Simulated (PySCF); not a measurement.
System: C₆H₈FN.

```xyz
16

N     2.7067   -0.4592   -2.0874
C     1.9078   -0.4721   -1.2710
C     0.8905   -0.5082   -0.2510
C    -0.5191   -0.7632   -0.8036
C    -1.4074   -0.3780    0.3770
C    -0.7236    0.8537    0.9887
C     0.7352    0.8259    0.5073
F     0.9561    1.8851   -0.3475
H     1.1552   -1.2888    0.4718
H    -0.6589   -1.7935   -1.1260
H    -0.6995   -0.1008   -1.6517
H    -1.4303   -1.1937    1.1017
H    -2.4297   -0.1672    0.0701
H    -0.7818    0.8534    2.0755
H    -1.1793    1.7741    0.6240
H     1.4704    0.9415    1.3108
```

Geometry: GFN2-xTB.

Computed with PBE0/pcSseg-1, SCF density, gas phase, non-relativistic in PySCF 2.14.0.

### Predict the electron density and electron localisation function between the atoms.

C–C (1.54 Å): ρ is about 1.6 e/Å³ halfway; the ELF peaks at about 0.95 between the atoms: localised, covalent bonding.

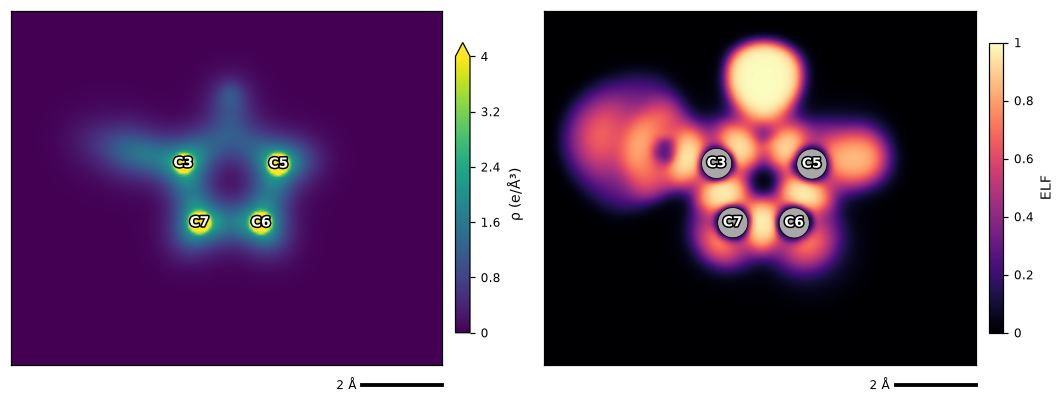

Computed electron density and electron localisation function on the plane of atoms C5, C6 and C7, in this order. Grey discs cover the atomic cores in the ELF map. 
